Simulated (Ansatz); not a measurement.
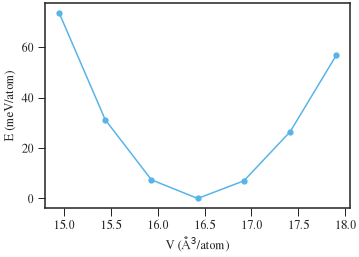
*TiNb in space group Cmmm (No. 65; Ti on 2c, Nb on 2a) under volume change, DFT-LDA in the program Ansatz with PAW potentials, shape and atoms relaxed at each volume.*

Task: What does a third-order Birch–Murnaghan fit give for V₀, B₀ and B′?

Result: V₀ = 16.42 Å³/atom, B₀ = 155 GPa, B′ = 3.5.

The first step of the workflow began from a Materials Project structure, measured or hypothetical; the Crystallography Open Database copy checked does not list it. With Ti and Nb taken as one species the cell has the higher symmetry Im-3m, so it may be an ordered model of a mixed-site phase. Whether it is the stable phase at ambient conditions was not checked. The cell keeps a stress of up to 0.2 GPa. Symmetry was held in the LDA relaxation; its stability against distortions is not shown here. No spin polarisation was allowed.

Potentials: the later of the program's two PAW sets.
